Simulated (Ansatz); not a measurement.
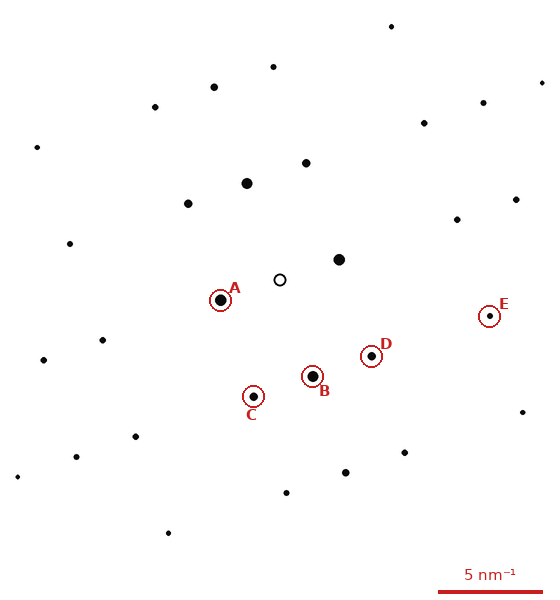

The pattern is a kinematic simulation for 120 kV electrons (no multiple scattering; isotropic B = 0.5 Å²). The zone axis points towards the electron source and the pattern is seen from the source side.

The sample is Ge, space group Fd-3m (No. 227), a = 5.760 Å. Structure: the input geometry of an electronic-structure calculation (not necessarily at equilibrium).

```cif
data_structure
_symmetry_space_group_name_H-M 'Fd-3m:1'
_symmetry_Int_Tables_number 227
_cell_length_a 5.7597
_cell_length_b 5.7597
_cell_length_c 5.7597
_cell_angle_alpha 90.000
_cell_angle_beta 90.000
_cell_angle_gamma 90.000
_cell_volume 191.07
loop_
_atom_site_label
_atom_site_type_symbol
_atom_site_symmetry_multiplicity
_atom_site_Wyckoff_symbol
_atom_site_fract_x
_atom_site_fract_y
_atom_site_fract_z
_atom_site_occupancy
Ge1 Ge 8 a 0.00000 0.00000 0.00000 1
```

Spot A is indexed -1 1 1 and spot B 0 -2 2.

Give hkl for C, D, E.

C = A + B = -1 -1 3 (d = 1.737 Å). D = −A + B = 1 -3 1 (d = 1.737 Å). E = −3A + B = 3 -5 -1 (d = 0.974 Å).

Which zone axis is this?

The cross product of A and B is parallel to [211]; every spot obeys hu + kv + lw = 0.

What are the spacings of A and B and the angle between them?

d(A) = 3.325 Å, d(B) = 2.036 Å, and the angle is 90.0°.
